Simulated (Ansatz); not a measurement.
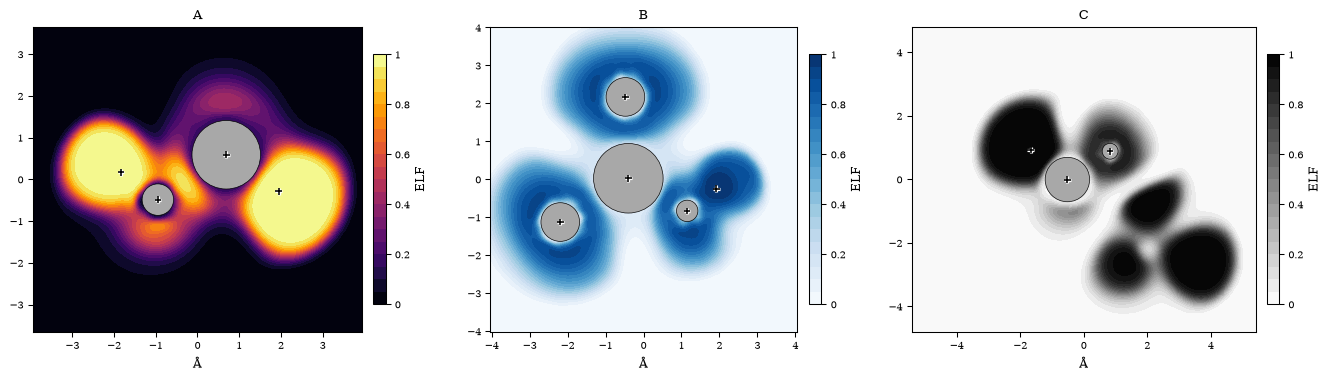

The ELF of 3 systems, each on a plane through atoms (crosses mark nuclei in the plane; grey discs cover the cores).

The calculation used Ansatz, RKS B3LYP-D4/def2-SVP.

System 1: CH6Ge···HF, the plane of atoms Ge1, C4 and H6. 

```yaml
atoms:
  - { symbol: Ge, position_ang: [0.3970, -0.2238, -0.6195] }
  - { symbol: F, position_ang: [-1.1582, -0.4666, 2.1722] }
  - { symbol: H, position_ang: [1.5322, -0.1197, -1.6591] }
  - { symbol: C, position_ang: [-0.5673, 1.4687, -0.3993] }
  - { symbol: H, position_ang: [-1.2466, 1.3675, 0.4586] }
  - { symbol: H, position_ang: [0.1377, 2.2909, -0.2074] }
  - { symbol: H, position_ang: [-1.1503, 1.7019, -1.3021] }
  - { symbol: H, position_ang: [-0.5509, -1.3740, -1.0057] }
  - { symbol: H, position_ang: [1.0687, -0.6050, 0.7350] }
  - { symbol: H, position_ang: [-0.2578, -0.5646, 1.9557] }
```

System 2: FH3Si···PH3, the plane of atoms F2, Si1 and H3. Not at a stationary point (largest force 0.9 eV/Å).

```xyz
9

Si    0.3131   -0.0130   -0.1101
F     0.5487   -0.0860    1.4842
H     1.6391    0.2111   -0.7510
H    -0.5989    1.1183   -0.4152
H    -0.2675   -1.2989   -0.5722
P    -2.8136    0.2091    1.1844
H    -2.7563   -0.9793    0.3905
H    -3.5478   -0.4412    2.2269
H    -1.5554   -0.0323    1.8067
```

System 3: Cl2GaHO, the molecular plane. 

```xyz
5

Ga   -0.0168   -0.0359   -0.0292
O     0.0041   -0.1227    1.7415
H    -0.8783   -0.1555    2.1367
Cl    1.8488    0.0469   -1.0581
Cl   -1.8673   -0.0142   -1.1138
```

Match each panel to its system.

Answer. Panel A is system 1, CH6Ge···HF: the plane holds Ge, C and H. C–Ge (1.96 Å): the ELF peaks at about 0.90 in the valence shell of C, 0.7 Å from its nucleus, and is about 0.70 at the midpoint. Panel B is system 3, Cl2GaHO: the plane holds Ga, O, H and Cl. Ga–O (1.77 Å): the ELF peaks at about 0.80 in the valence shell of O, 0.6 Å from its nucleus, and is about 0.20 at the midpoint. Panel C is system 2, FH3Si···PH3: the plane holds Si, F and H. Si–F (1.61 Å): the ELF peaks at about 0.85 in the valence shell of F, 0.5 Å from its nucleus, and is about 0.45 at the midpoint.
